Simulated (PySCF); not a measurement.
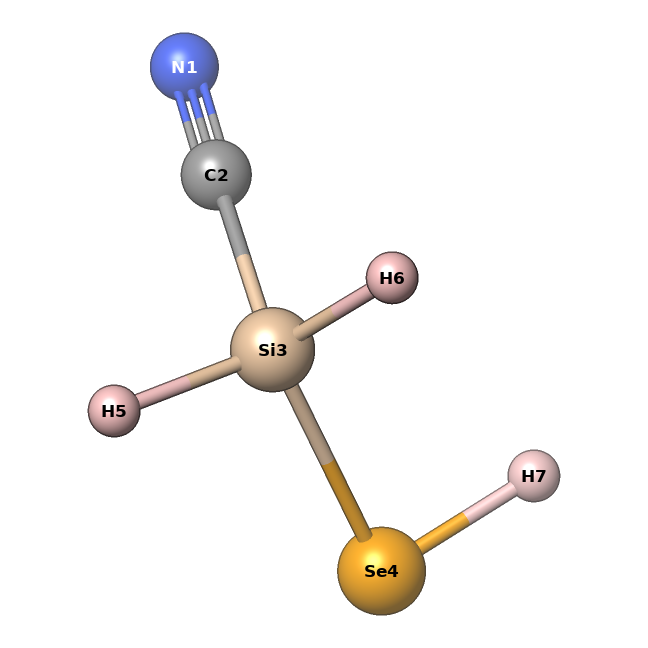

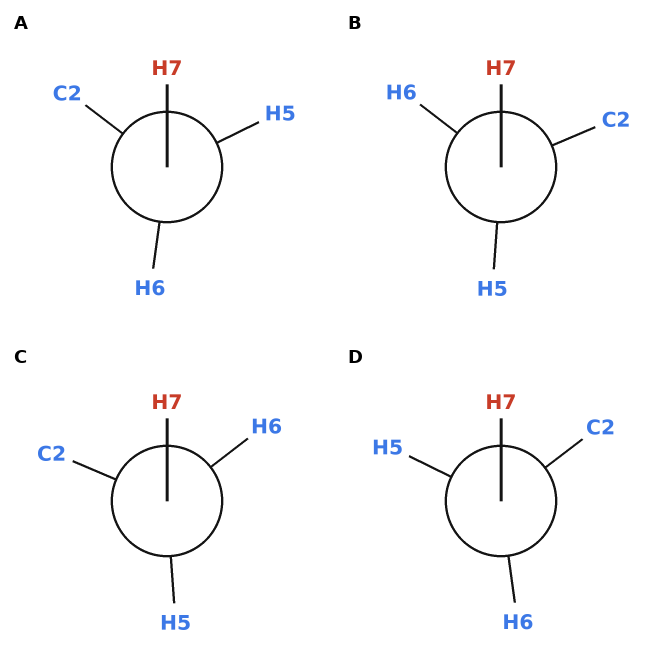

Depth is shown by fading: the farther an atom, the more it takes the colour of the background. Bonds that would overlap in a projection are set slightly apart. Computed geometry: PBE0-D3(BJ)/def2-SVP optimisation. No frequency run is at hand to confirm it as a minimum.

> Which Newman projection shows the view along Se4–Si3, with Se4 in front?

B. The torsion angle H7–Se4–Si3–C2 is 67°, synclinal (gauche).
